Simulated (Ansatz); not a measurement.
## Si: pressure series

The parent structure is Si in the diamond structure (space group Fd-3m, No. 227; a = 5.444 Å).

Cell and atoms are relaxed at each pressure.

Computed with r2SCAN (Ansatz, an electronic-structure program), no spin-orbit coupling, earlier PAW set.

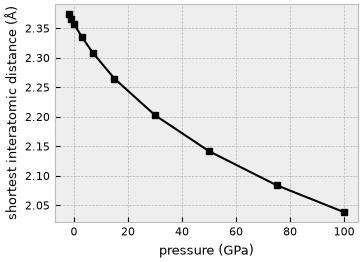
Figure: Shortest interatomic distance against pressure

Q: From the plot, what is the shortest interatomic distance for pressure 75 GPa?

A: About 2.08 Å.

Q: Is the trend monotonic over the range shown?

A: Yes, it falls throughout, spanning 2.038 Å to 2.374 Å.

The mesh was chosen for an insulator and is coarse for the gapless case. Load acts through the strain it causes; cell and atoms are relaxed under it. Whether these cells are dynamically stable was not tested. Measured, Si leaves this structure (for the β-tin structure) near 12 GPa (room temperature; as listed in arXiv:1906.07825).
